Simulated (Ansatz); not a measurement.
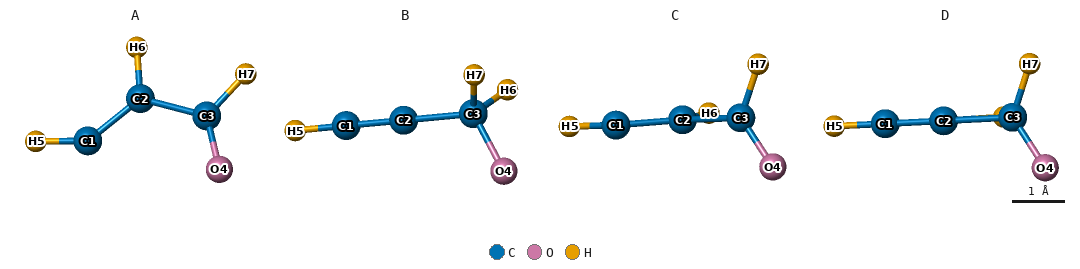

4 geometries from a converged minimum-energy path of C₃H₃O (multiplicity 2), shuffled. The picture is a ball-and-stick view, seen at a tilt.

Method: UKS PBE0-D4/def2-SVP in Ansatz. Settings: 7 movable images; climbing image; force threshold 0.05 eV/Å; iteration limit 60; starting path through a guess of the saddle point.

Which frame is the top of the path?

Answer. D. In order along the path, whose images run from 0 to 8: B (image 0, 0.0 kJ/mol), D (image 2, +101.6 kJ/mol), C (image 4, −58.6 kJ/mol), A (image 8, −91.8 kJ/mol). A hydrogen atom shifts from one atom to another. Breaking: C3–H6 (1.12 → 1.35 at the top → 2.21 Å). Forming: C2–H6 (2.13 → 1.41 at the top → 1.10 Å).
